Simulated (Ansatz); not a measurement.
The starting structures come from a database of crystals and need not be the phases stable at ambient conditions.

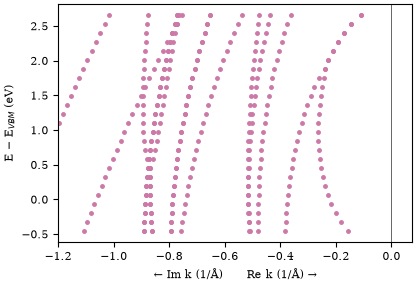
Fig. 1. Complex bands at the centre of the two-dimensional zone; Ansatz (a quantum-chemistry and plane-wave program) with r2SCAN

The gap is the functional's own. No spin-orbit coupling. Mid-gap values are interpolated on the energy grid.

Task: This is CsGeCl3 (R3m, not sure to be the ambient phase, 5 atoms a cell, 32.6 Å³ an atom) along the normal of (110). Read off the slowest decay at the centre of the two-dimensional zone at 1.24 eV, the computed energy nearest the middle of the gap.

Result: κ ≈ 0.26 1/Å, a decay length 1/(2κ) of the density of 1.9 Å.
